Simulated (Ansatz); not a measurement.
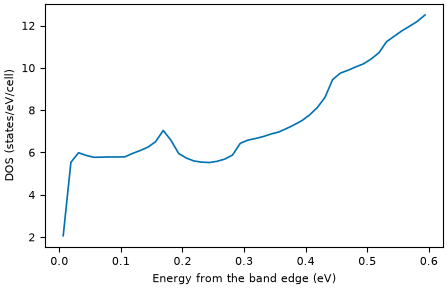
Fig. 1. Density of states of LaZrNO$_{2}$ (Pnma) below the valence band maximum, PBEsol, rigid bands in Ansatz (a program for electronic structure); cell volume 275.8 Å³.

Q: What effective density of states at 300 K does this give (∫ g(E) exp(−E/k_BT) dE, both spins, divided by the cell's size)?

A: 4.0e20 cm⁻³, a density-of-states mass of 6.3 mₑ, valleys and band degeneracy included.

Spin-orbit coupling is left out; where it splits the top of the valence band, N_v and the p-type Seebeck coefficient come out somewhat high without it. Geometry: cell and atoms relaxed with PBEsol.

Computed structure with no diffraction record at hand here (it may be known, metastable or hypothetical): LaZrNO2 (Pnma).
